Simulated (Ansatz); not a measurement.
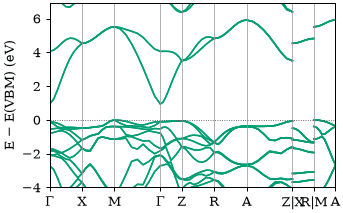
Fig. 1. Band structure from the program Ansatz at the PBEsol with spin–orbit coupling level (PAW)

Q: Read off the gap and where the band edges lie.

A: About 0.9 eV (0.94 eV by a search for the band edges); maximum at M, minimum at Γ.

The material is SnO$_{2}$ in space group P4_2/nmc (No. 137; Sn on 2a, O on 4d).

The cell is a constructed one: a structure type filled with these elements; neither database checked (COD, Materials Project) lists it. It is not the phase usual at ambient conditions (space group No. 136). The cell was relaxed with PBEsol under the symmetry of its start. At this level the phase is mechanically unstable.

Potentials: the later of the program's two PAW sets.
